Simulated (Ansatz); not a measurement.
The figure comes from a scan of WSi2 (MoSi2 type, space group I4/mmm): the cell is scaled evenly about its relaxed volume V₀. The numbers are results of PBE (plane waves to 420 eV, PAW, scalar-relativistic; Ansatz, a program for electronic structure), not measurements. k mesh 20×20×20 (Γ-centred), Fermi-Dirac smearing 0.05 eV. Stress and pressure are positive under compression. Spin-orbit coupling is left out, though W is heavy. WSi2 is run without spin polarisation. WSi2 was relaxed with its symmetry unable to fall. 

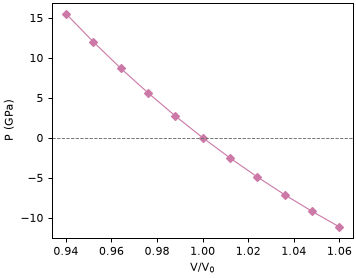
Figure: P (GPa) against V/V₀; one marker a computed point.

**Question.** List the plotted points as numbers.

**Answer.** To the nearest 0.5:

```tsv
V/V₀	P (GPa)
0.940	15.5
0.952	12.0
0.964	8.5
0.976	5.5
0.988	2.5
1.000	0.0
1.012	-2.5
1.024	-5.0
1.036	-7.0
1.048	-9.0
1.060	-11.0
```

(A scan under strain: stresses follow from slopes of the energy per volume, elastic moduli from its curvatures.)
